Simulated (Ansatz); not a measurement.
**A ladder of methods for SnH3O2 (SMILES [OH][SnH][OH])**

SnH3O2: 6 atoms, total charge 0, spin state doublet. SMILES: `[OH][SnH][OH]`. The shape was relaxed beforehand at B3LYP/def2-SVP. This is one conformer, not always the lowest.

```tsv
atom	x (Å)	y (Å)	z (Å)
O	-1.3064	-0.6930	-0.2417
Sn	0.4129	0.2846	-0.6493
O	1.4153	-0.0107	1.0594
H	-1.8866	-0.7833	-1.0116
H	0.1449	2.0352	-0.6235
H	1.2618	-0.8967	1.4207
```

Each level gives the adiabatic electron affinity (to the singlet anion, shapes relaxed at B3LYP/def2-SVP, no zero-point term) (eV). The values are calculated.

The electron affinity is E(neutral) − E(anion): positive where the electron is bound.

| level | kind | program | value (eV) | CPU time (all runs) |
| --- | --- | --- | --- | --- |
| UHF/def2-TZVP (core potential) | Hartree–Fock | Ansatz | 1.29 | 4.3 s |
| UBLYP/def2-TZVP (core potential) | GGA | Ansatz | 2.13 | 8.4 s |
| U-r2SCAN/def2-TZVP (core potential) | meta-GGA | Ansatz | 2.10 | 17 s |
| UB3LYP/def2-TZVP (core potential) | global hybrid | Ansatz | 2.30 | 9.3 s |
| UPBE0-D4/def2-TZVP (core potential) | global hybrid | Ansatz | 2.15 | 9 s |
| U-wB97M-V/def2-TZVP (core potential) | range-separated hybrid | Ansatz | 2.22 | 40 s |
| UB2PLYP/def2-TZVP (core potential) | double hybrid | Ansatz | 2.20 | 18 s |
| RPA@PBE/def2-TZVP (core potential) | RPA | Ansatz | 2.33 | 17 s |
| UMP2/def2-TZVP (core potential) | perturbation theory | Ansatz | 2.18 | 7.6 s |

Spin-orbit coupling, which can split open shells on such heavy atoms by tenths of an eV, is left out. The values span 1.29 to 2.33 eV. In the correlated wave-function rows the outer d shell of Sn is correlated, in sets not made for it. In so small a basis fixed costs decide the times, and correlated methods can beat functionals. Times are those of the runs behind each value, whatever else they computed, on shared processors of several kinds: orders of magnitude only.

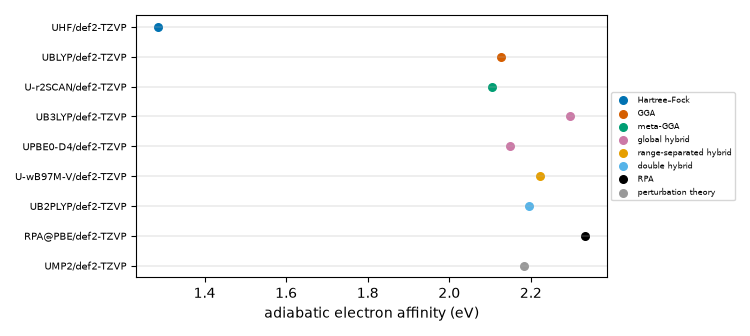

The values of the table, level by level.
